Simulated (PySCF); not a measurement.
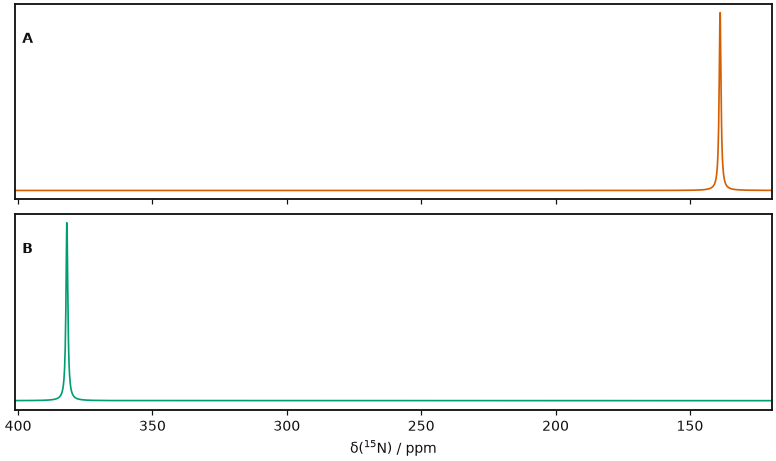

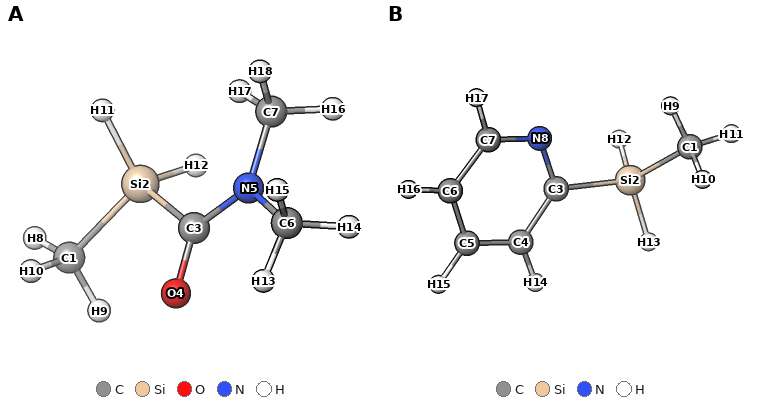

Related molecules: A is C₄H₁₁NOSi, SMILES C[SiH2]C(=O)N(C)C; B is C₆H₉NSi, SMILES C[SiH2]c1ccccn1. GIAO ¹⁵N shifts against NH₃ (¹⁵N: a single molecule, while the usual scales start at liquid NH₃ or nitromethane; multiply bonded nitrogen can come out tens of ppm too deshielded), PBE0/pcSseg-1, PySCF, at a PBE0-D3(BJ)/def2-SVP geometry (no frequency check); fully decoupled, line heights follow the number of nuclei within a panel, widths are arbitrary (no quadrupolar broadening); values of one conformer, averaged over nuclei that symmetry, rotation about single bonds or inversion at nitrogen exchange, these motions taken as fast; other conformers aren't averaged in.

Q: How does the ¹⁵N shift respond?

A: From A (138.8 ppm) to B (381.8 ppm) the nucleus is deshielded by 243.1 ppm.
